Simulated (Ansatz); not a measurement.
Consider H$_{2}$Si···H$_{4}$OSi.

Input

```
crystal:
  periodic: [false, false, false]
  atoms:
    - { symbol: Si, position_ang: [0.017897, -0.067283, -1.137508] }
    - { symbol: O, position_ang: [0.784921, 0.267099, 1.596438] }
    - { symbol: Si, position_ang: [-0.126156, -0.509656, 2.810983] }
    - { symbol: H, position_ang: [-0.868005, -1.695748, 2.261113] }
    - { symbol: H, position_ang: [0.775074, -0.978714, 3.922081] }
    - { symbol: H, position_ang: [-1.087166, 0.5262, 3.304709] }
    - { symbol: H, position_ang: [1.436947, -0.297161, 1.106893] }
    - { symbol: H, position_ang: [-0.530811, 1.363988, -1.32099] }
    - { symbol: H, position_ang: [-1.3611, -0.589425, -0.66742] }
basis:
  gaussian: { orbitals: def2-SVP }
hamiltonian:
  xc: pbe
relax:
  f_tol: 0.03
  max_steps: 50
output:
  orbitals: {}
```

Run with:

```sh
ansatz run input.yaml --threads 1 --pin off --max-ram 2048MiB --backend cpu --events-out ev --progress --plain --runs-dir out
```

The fields are those of the run's last geometry, not of the input's.

These are results of RKS PBE/def2-SVP (Ansatz), not measurements.

### What can the converged electron density and electron localisation function tell about the bonding?

Si1···O2 (2.06 Å): the density falls to about 0.35 e/Å³ on the way; the ELF peaks at about 0.90 in the valence shell of O, 0.6 Å from its nucleus, and is about 0.50 at the midpoint.
Si–O (1.74 Å): ρ at the midpoint is about 0.89 e/Å³; the ELF peaks at about 0.90 between the atoms; a polar covalent bond.
Si–H (1.51 Å): the density is about 0.76 e/Å³ at the midpoint; the ELF climbs to about 1 towards the hydrogen, as it does in any bond to H.

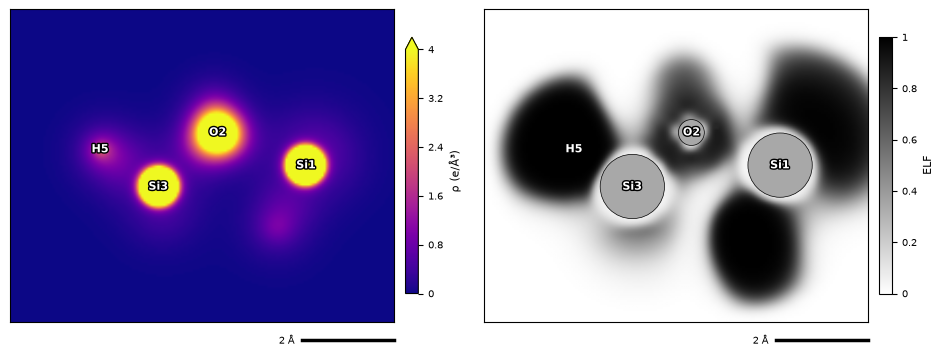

Computed electron density and electron localisation function on the plane of atoms O2, Si3 and H5, in this order. Grey discs cover the atomic cores in the ELF map. 
